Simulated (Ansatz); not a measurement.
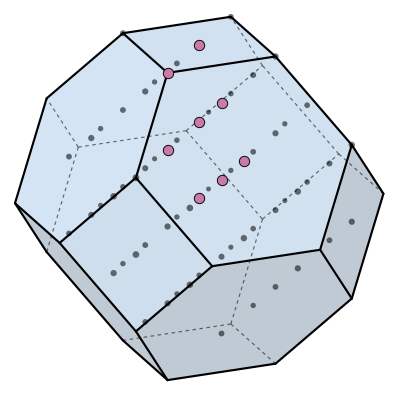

The Γ-centred 4×4×4 k-point mesh of a calculation on GaAs (DFT, HSE06, plane waves, PAW in Ansatz 0.2.0), folded into the first Brillouin zone of the 2-atom cell that was run; each point of the zone's surface is drawn once. One point of each star is marked in colour. Space group F-43m. The structure was generated and need not be a known form of this composition.

```
Ga As
1.0
     0.00000    2.83309    2.83309
     2.83309    0.00000    2.83309
     2.83309    2.83309    0.00000
Ga As
1 1
Cartesian
  0.0000 0.0000 0.0000
  1.4165 1.4165 1.4165
```

> To how many irreducible points do the crystal's point group and time reversal reduce the mesh (magnetic order left aside)?

8 of 64.

> List one member of each star with its weight, in the reciprocal vectors of this cell.

| k₁ | k₂ | k₃ | weight |
| --- | --- | --- | --- |
| 0 | 0 | 0 | 1 |
| 1/4 | 1/4 | 1/4 | 8 |
| 1/4 | 1/4 | 0 | 6 |
| 1/4 | 1/2 | 1/4 | 12 |
| 1/2 | 1/2 | 1/4 | 24 |
| 1/2 | 1/2 | 1/2 | 4 |
| 1/2 | 1/2 | 0 | 3 |
| 1/2 | 3/4 | 1/4 | 6 |

> How fine is the mesh?

Spacing |bᵢ|/nᵢ = 0.480, 0.480, 0.480 1/Å (2π included).
